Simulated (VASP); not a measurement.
Band structure of BeS (zinc blende). All values below come from r2SCAN meta-GGA, VASP's PBE PAW potentials (set 64) (plane waves; VASP).

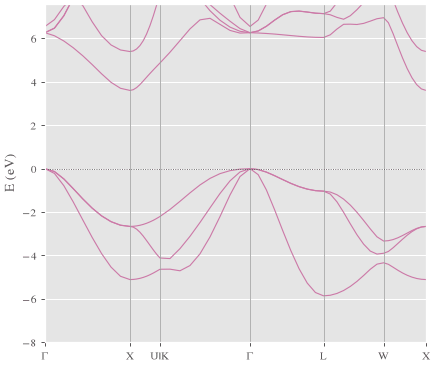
Figure. Bands along high-symmetry lines, zero at the valence-band maximum or, without a gap, the Fermi level

Problem. Read the plot: is there a gap, and where are the band edges?

Solution. The gap is indirect, 3.61 eV, from the valence maximum at Γ to the conduction minimum at X.

The compound is BeS in the zinc blende structure. It was relaxed first.
